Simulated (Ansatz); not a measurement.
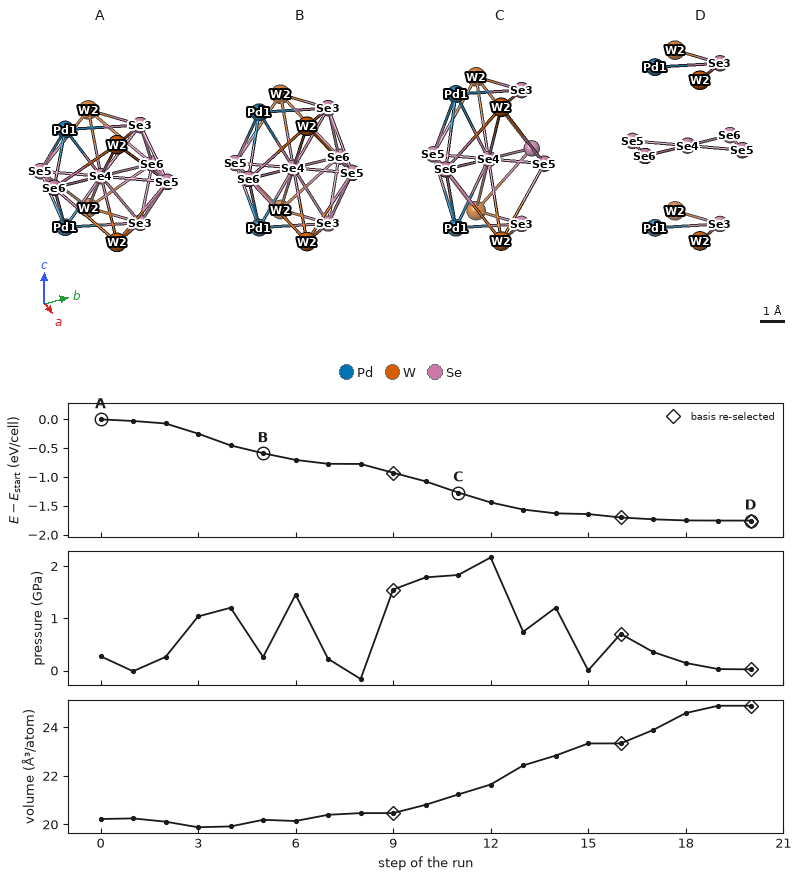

Frames of a relaxation of crystalline PdWSe4 (a generated structure, set up in P-6m2) (coarse preliminary run), marked on the history of the run. A ball-and-stick model of the atoms within 4.2 Å of the atom that moves most (axes of the cell of the calculation), seen slightly off an axis.

All numbers below come from DFT PBE, scalar-relativistic, plane waves, PAW in Ansatz. Set-up: plane-wave cutoff 420 eV; k-point mesh 6 × 6 × 4; occupations gaussian; smearing width 0.1 eV; no spin polarisation; cell and atoms relaxed; force threshold 0.04 eV/Å; at most 70 steps.

### What happens along the run?

The largest moves relative to the cell, 0.067 Å, are those of Se4, Se5 and Se6. Se4 goes along [1 2 0]. Pd and W stay in place. The volume changes by +23.1 %, with a = b 5.687 → 4.919 Å (−13.5 %), c 4.333 → 7.126 Å (+64.4 %). Among the contacts that change: Pd1–Se4 2.674 → 3.836 Å, Se3–Se4 2.764 → 3.834 Å, W2–Se4 3.576 → 4.329 Å, Se4–Se5 2.972 → 2.455 Å. Bonds break: Pd1–Se4 (2.67 → 3.84 Å), Pd1–Se5 (2.67 → 3.84 Å), Pd1–Se6 (2.67 → 3.84 Å), Se3–Se4 (2.76 → 3.83 Å). The space group stays P-6m2 (No. 187). The energy falls by 1.752 eV per cell of the calculation in 17 accepted moves (20 points after the start). Largest force component: 0.08 eV/Å at the start, 0.0016 eV/Å at the end. Pressure: 0.28 GPa at the start and 0.02 GPa at the end. At 3 points the geometry stayed and the basis and grid were re-selected for the new cell (energy shift of 0.152 eV per cell of the calculation at most each time). The run took 8.9 min on 1 thread of Intel(R) Xeon(R) Processor @ 2.50GHz (Skylake/Cascade Lake) (shared host), peak memory 0.5 GiB. From step 0 to 5: Se atoms move most (0.06 Å), volume −0.2 %, energy −0.586 eV per cell of the calculation. From step 5 to 11: volume +5.2 %, energy −0.680 eV per cell of the calculation. From step 11 to 20: volume +17.2 %, energy −0.486 eV per cell of the calculation.

```csv
step,"E − E(0), meV/atom","largest force component, eV/Å","pressure, GPa","volume, Å³/atom",note
0,0.00,0.0797,0.28,20.227,
1,-4.72,0.0054,-0.01,20.251,
2,-11.88,0.0522,0.26,20.116,
3,-41.27,0.0055,1.04,19.887,
4,-75.16,0.1363,1.20,19.920,
5,-97.69,0.5871,0.26,20.193,
6,-117.03,0.7263,1.46,20.144,
7,-128.21,0.1252,0.23,20.399,
8,-128.68,0.0008,-0.16,20.469,
9,-154.02,0.0032,1.55,20.469,"same geometry, new basis"
10,-178.87,0.0591,1.79,20.811,
11,-211.01,0.1042,1.83,21.236,
12,-239.60,0.0597,2.17,21.646,
13,-260.15,0.0404,0.74,22.432,
14,-271.11,0.0069,1.21,22.839,
15,-273.18,0.0107,0.00,23.339,
16,-283.03,0.0113,0.70,23.339,"same geometry, new basis"
17,-288.35,0.0308,0.36,23.893,
18,-291.56,0.0099,0.15,24.589,
19,-291.89,0.0017,0.03,24.891,
20,-292.07,0.0016,0.02,24.891,"same geometry, new basis"
```
